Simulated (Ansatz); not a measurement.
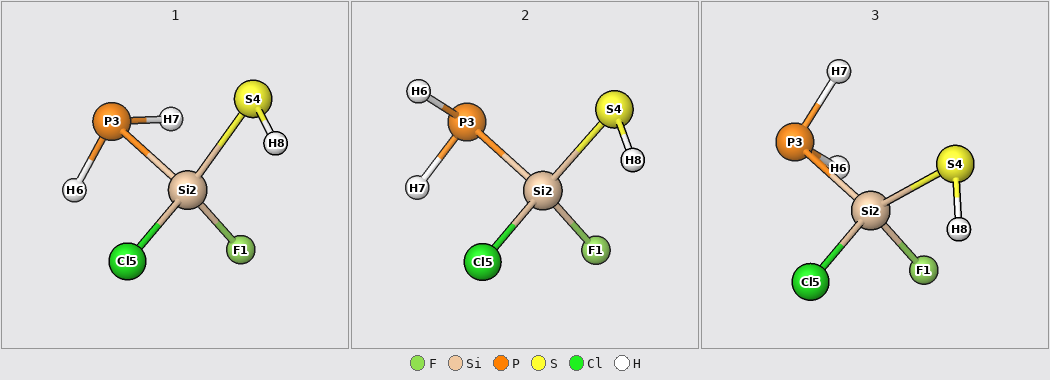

ClFH₃PSSi, SMILES F[Si](P)(S)Cl. First axis: angle S4–Si2–P3. Second axis: dihedral S4–Si2–P3–H6. Nothing is relaxed (all other coordinates rigid). The scan uses a 9 × 10 grid. Energies are in eV, from the lowest grid point. Theory: Ansatz 0.2.0, RKS BHLYP-D4/def2-SVP.

The numbered pictures are structures from this grid.

Question: Rank them by energy, lowest first.

Answer: 2, at angle S4–Si2–P3 = 108.1°, dihedral S4–Si2–P3–H6 = −72°: 0.00 eV; 1, at angle S4–Si2–P3 = 101.8°, dihedral S4–Si2–P3–H6 = −180°: 0.09 eV; 3, at angle S4–Si2–P3 = 126.8°, dihedral S4–Si2–P3–H6 = 108°: 0.37 eV.

The map, with the structures marked:

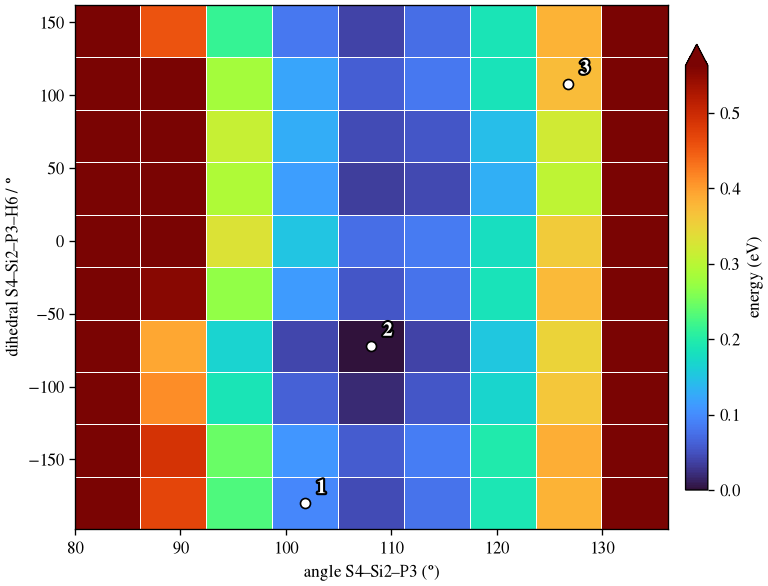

The picture shows one coloured cell a grid point, one colour for all values above the top of the scale.
